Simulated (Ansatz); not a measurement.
A series of calculations on TiN3H8OF

**1. Relaxation**

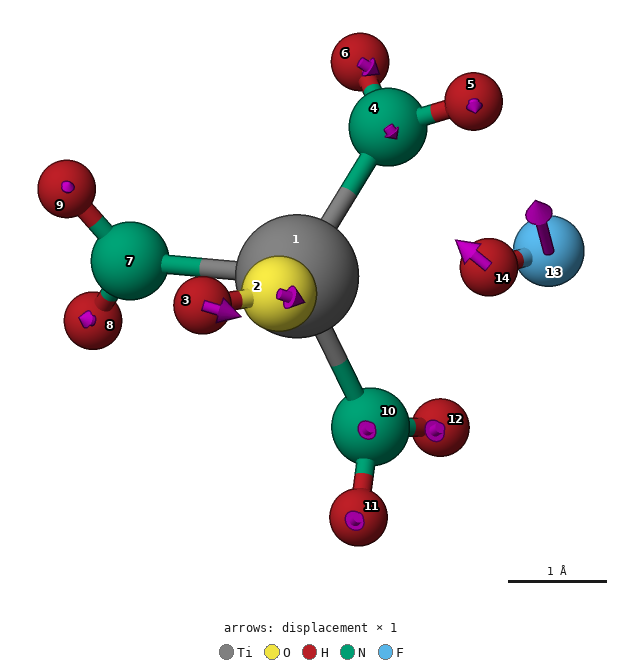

A relaxation of TiN$_{3}$H$_{8}$OF. The starting structure is drawn; purple arrows show the displacements, at their true length. The two geometries are superimposed by the best rigid fit.

The picture is a ball-and-stick view, seen at a tilt.

The run prepares an end point of a later path (reaction) calculation, from a guessed geometry.

Method: RHF/def2-SVP (Ansatz 0.2.0). Set-up: no spin polarisation; force threshold 0.03 eV/Å; at most 50 steps.

Atoms of which element are displaced furthest, and by how much?

Answer. Fluorine: up to 0.88 Å, against 0.45 Å for hydrogen.

Describe the change and its energy.

Answer. The energy falls by 0.209 eV in 11 accepted moves (12 points after the start). The largest force component goes from 1 to 0.0087 eV/Å. The line search rejected the trial step at point 3 of the run. The largest move after the best rigid fit is that of F13, 0.88 Å. Largest moves by element: F 0.88 Å, H 0.45 Å, O 0.32 Å, N 0.23 Å, Ti 0.13 Å. Among the contacts that change: Ti1–F13 3.034 → 3.511 Å, Ti1–H14 2.982 → 2.884 Å, Ti1–O2 1.884 → 1.838 Å, F13–H14 0.911 → 0.918 Å. Bond angles that change, for instance: O2–Ti1–N4 114.3° → 108.0°, Ti1–O2–H3 129.2° → 133.5°, O2–Ti1–N7 108.3° → 111.8°. Cost: 53 s on 4 threads of Intel(R) Xeon(R) Platinum 8259CL CPU @ 2.50GHz (Skylake/Cascade Lake) (shared host), peak memory 0.43 GiB.

Limits of the set-up: Hartree-Fock leaves out electron correlation.

**2. Relaxation**

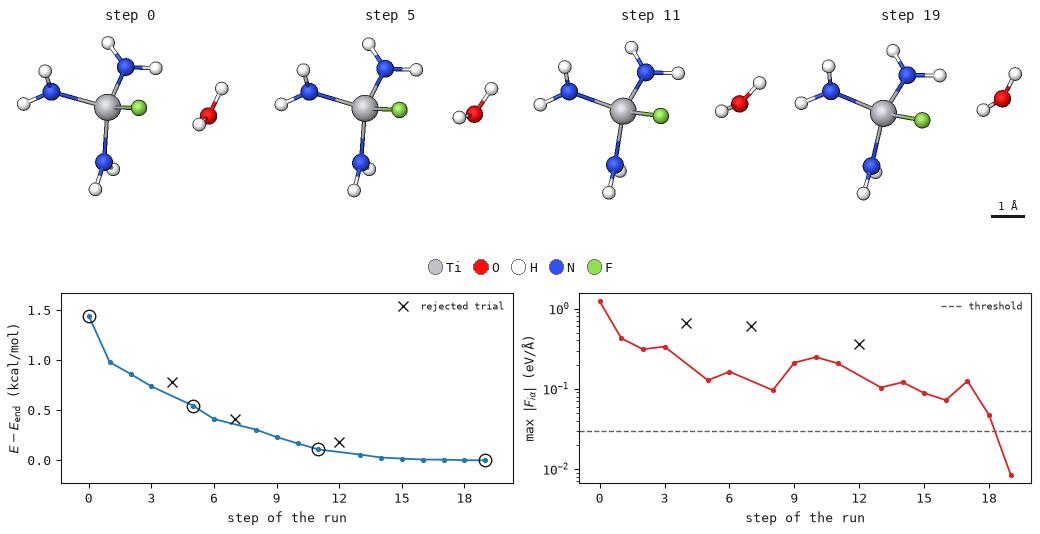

Frames of a relaxation of TiN₃H₈OF, marked on the history of the run. Style: ball-and-stick. Shown face on.

The run prepares an end point of a later path (reaction) calculation, from a guessed geometry.

All numbers below come from RHF/def2-SVP (Ansatz). Set-up: no spin polarisation; force threshold 0.03 eV/Å; at most 50 steps.

> What happens along the run?

The energy falls by 1.44 kcal/mol in 16 accepted moves (19 points after the start). The largest force component goes from 1.2 to 0.0085 eV/Å. The line search rejected the trial steps at points 4, 7, 12 of the run. The largest move after the best rigid fit is that of an H atom, 0.73 Å. Largest moves by element: H 0.73 Å, O 0.70 Å, F 0.49 Å, N 0.42 Å, Ti 0.24 Å. Among the contacts that change: O–Ti 3.121 → 3.682 Å, H–Ti 2.935 → 3.133 Å, F–Ti 1.815 → 1.793 Å, H–O 0.971 → 0.950 Å. Among the angles between lasting bonds that change: N–Ti–F 115.3° → 107.6°, N–Ti–F 105.2° → 111.0°, N–Ti–N 107.2° → 110.2°. The run took 75 s on 4 threads of Intel(R) Xeon(R) Platinum 8259CL CPU @ 2.50GHz (Skylake/Cascade Lake) (shared host), peak memory 0.43 GiB. From step 0 to 5: an H atom moves most (0.30 Å), energy −0.90 kcal/mol. From step 5 to 11: an H atom moves most (0.39 Å), energy −0.44 kcal/mol. From step 11 to 19: an H atom moves most (0.33 Å), energy −0.11 kcal/mol.

Limits of the set-up: Hartree-Fock leaves out electron correlation.

**3. Path**

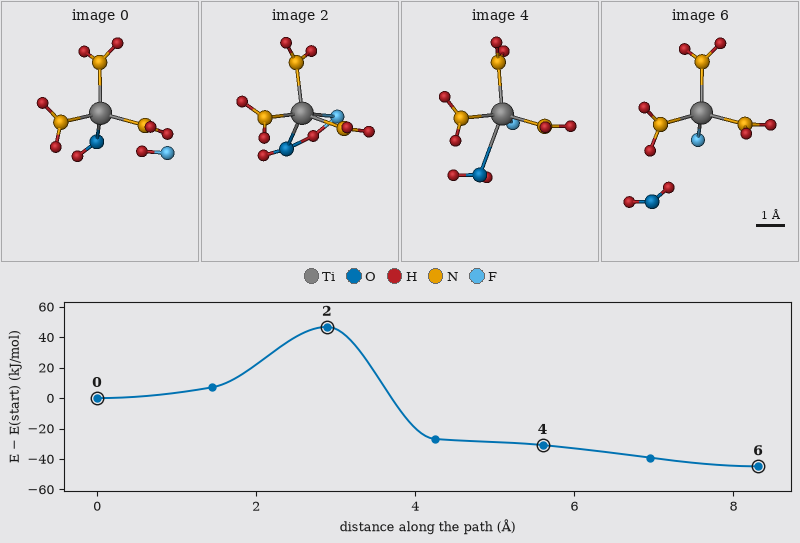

A nudged-elastic-band calculation for TiN$_{3}$H$_{8}$OF. Images are numbered from 0 (start) to 6 (end). The picture is a ball-and-stick view, seen from a free direction.

All numbers below come from RHF/def2-SVP in Ansatz. Set-up: 5 movable images; climbing image; force threshold 0.03 eV/Å; iteration limit 60; starting path through a guess of the saddle point.

Question: Describe the mechanism and the energy profile.

Answer: Breaking: F–H (0.92 → 2.03 Å), O–Ti (1.84 → 3.68 Å). Forming: H–O (1.74 → 0.95 Å), F–Ti (3.51 → 1.79 Å). The highest point, image 2, lies 46.8 kJ/mol above the start and 91.7 kJ/mol above the end; the end is at −44.8 kJ/mol relative to the start. The band converged in 20 iterations. The largest component of the band force went from 6.6 to 0.022 eV/Å. The climbing image converged on the top of the path. Its vibrational analysis gives one imaginary mode (1070i cm⁻¹), as a transition state must have.

Limits of the set-up: Hartree-Fock leaves out electron correlation.

The run took 6.3 min on 4 threads of Intel(R) Xeon(R) Platinum 8259CL CPU @ 2.50GHz (Skylake/Cascade Lake), on a shared host, peak memory 0.46 GiB.
